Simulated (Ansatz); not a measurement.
A series of calculations on C2H7Si

### Relaxation

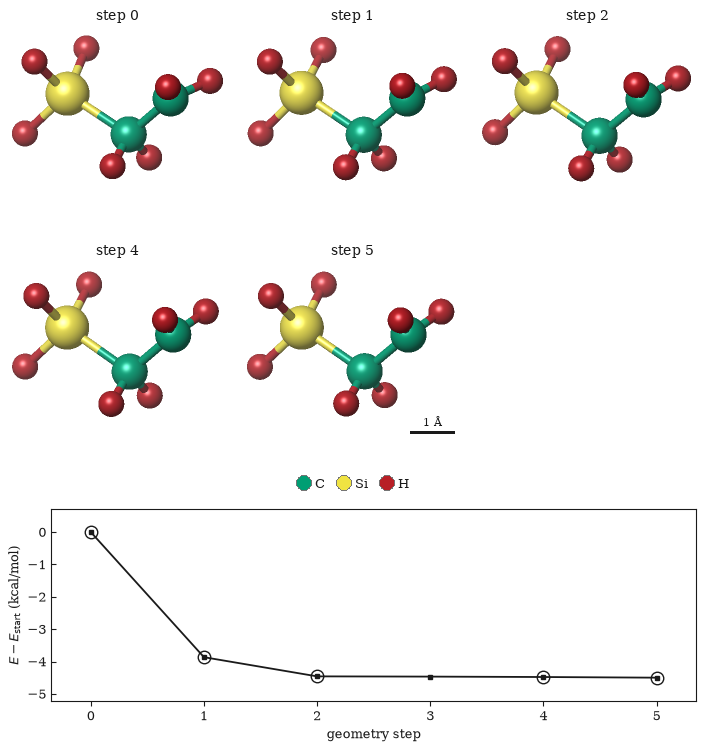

Frames of a relaxation of C₂H₇Si (multiplicity 2), marked on the history of the run. Style: ball-and-stick. Shown from a free direction.

The run prepares an end point of a later path (torsion) calculation, from a guessed geometry.

Theory: UHF/cc-pVDZ (Ansatz). (collinear spin; force threshold 0.015 eV/Å; at most 40 steps)

### Describe the path.

Over 5 geometry steps the energy falls by 4.50 kcal/mol. Largest force component: 2.9 eV/Å at the start, 0.011 eV/Å at the end. An H atom moves most after the best rigid fit: 0.13 Å. Largest moves by element: H 0.13 Å, C 0.07 Å, Si 0.03 Å. Some distances before and after: C–Si 1.836 → 1.910 Å, C–H 1.131 → 1.084 Å, H–Si 1.528 → 1.489 Å, C–C 1.460 → 1.497 Å. Among the angles between lasting bonds that change: C–C–H 124.8° → 120.1°, H–Si–H 105.5° → 108.6°, C–C–H 107.7° → 110.8°. From step 0 to 1: an H atom moves most (0.06 Å), energy −3.87 kcal/mol. From step 1 to 2: a C atom moves most (0.04 Å), energy −0.59 kcal/mol. From step 2 to 4: an H atom moves most (0.07 Å), energy −0.02 kcal/mol. From step 4 to 5: an H atom moves most (0.02 Å), energy −0.02 kcal/mol.

```json
{"step": "0", "E − E(0), kcal/mol": "0.00", "largest force component, eV/Å": "2.8843"}
{"step": "1", "E − E(0), kcal/mol": "-3.87", "largest force component, eV/Å": "0.7997"}
{"step": "2", "E − E(0), kcal/mol": "-4.46", "largest force component, eV/Å": "0.1360"}
{"step": "3", "E − E(0), kcal/mol": "-4.47", "largest force component, eV/Å": "0.0888"}
{"step": "4", "E − E(0), kcal/mol": "-4.48", "largest force component, eV/Å": "0.0786"}
{"step": "5", "E − E(0), kcal/mol": "-4.50", "largest force component, eV/Å": "0.0110"}
```

### Relaxation

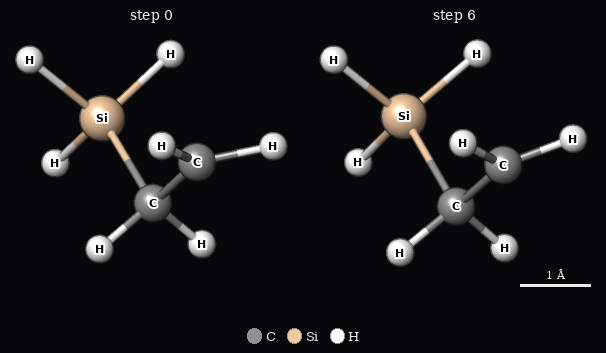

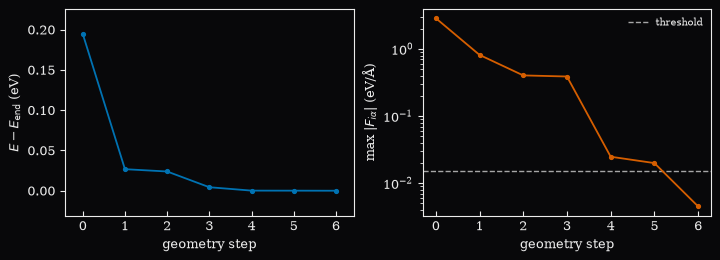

First and last geometry of a relaxation of C₂H₇Si (multiplicity 2), with the history of the run. A ball-and-stick model, seen from a free direction.

The run prepares an end point of a later path (torsion) calculation, from a guessed geometry.

Level of theory: UHF/cc-pVDZ (Ansatz 0.2.0).

Input file:
```yaml
crystal:
  periodic: [false, false, false]
  atoms:
    - { symbol: C, position_ang: [-0.758, 0.5683, -1.1861] }
    - { symbol: C, position_ang: [-0.6922, -0.198, 0.0546] }
    - { symbol: Si, position_ang: [0.9938, -0.3041, 0.7743] }
    - { symbol: H, position_ang: [-0.6022, 0.1574, -2.1722] }
    - { symbol: H, position_ang: [-1.0108, 1.6701, -1.1674] }
    - { symbol: H, position_ang: [-1.0528, -1.1917, -0.1543] }
    - { symbol: H, position_ang: [-1.3417, 0.2308, 0.807] }
    - { symbol: H, position_ang: [1.03923, -1.13013, 2.05907] }
    - { symbol: H, position_ang: [1.55359, 1.00609, 1.13057] }
    - { symbol: H, position_ang: [1.9701, -0.94631, -0.19302] }
magnetization:
  spin_polarized: true
  initial_magnetization: 1
basis:
  gaussian: { orbitals: cc-pVDZ }
hamiltonian:
  xc: hf
relax:
  f_tol: 0.015
  max_steps: 40
```

Run as
```bash
ansatz run input.yaml --threads 1 --pin off --max-ram 2048MiB --backend cpu --events-out ev --progress --plain --runs-dir out
```

### Did the run converge, and what did it change?

It converged. The largest move after the best rigid fit is that of H5, 0.13 Å. Largest moves by element: H 0.13 Å, C 0.07 Å, Si 0.04 Å. Some distances before and after: C2–Si3 1.836 → 1.910 Å, C1–H5 1.131 → 1.084 Å, Si3–H8 1.528 → 1.490 Å, C1–C2 1.460 → 1.497 Å. Among the angles between lasting bonds that change: C2–C1–H4 124.8° → 120.2°, H8–Si3–H9 105.5° → 108.7°, C1–C2–H6 107.7° → 110.7°. The energy falls by 0.195 eV in 6 geometry steps. The largest force component goes from 2.9 to 0.0045 eV/Å. The run took 18 s on 1 thread of Intel(R) Xeon(R) Platinum 8488C (Sapphire Rapids) (shared host), peak memory 0.17 GiB.

### Path

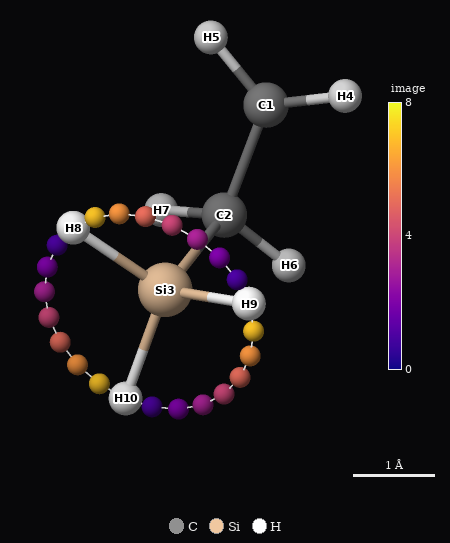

A nudged-elastic-band calculation for C2H7Si (multiplicity 2). Images are numbered from 0 (start) to 8 (end). The start is drawn whole; smaller spheres mark the moving atoms (H) in the later images, joined by lines and coloured by the number of the image. Style: ball-and-stick. Shown from a free direction.

The calculation used Ansatz, UHF/cc-pVDZ. Settings: 7 movable images; climbing image; force threshold 0.03 eV/Å; iteration limit 60; starting path through a guess of the saddle point.

What moves, how far, and at what cost in energy?

The motion is a rotation about the C2–Si3 bond by about 120°. No bond forms or breaks between the ends. The barrier is about 2.19 kcal/mol in both directions, with image 4 at the top; the ends have the same energy. The band converged in 5 iterations. The largest component of the band force went from 2.5 to 0.0058 eV/Å. The climbing image converged on the top of the path. Its vibrational analysis gives one imaginary mode (159i cm⁻¹), as a transition state must have.
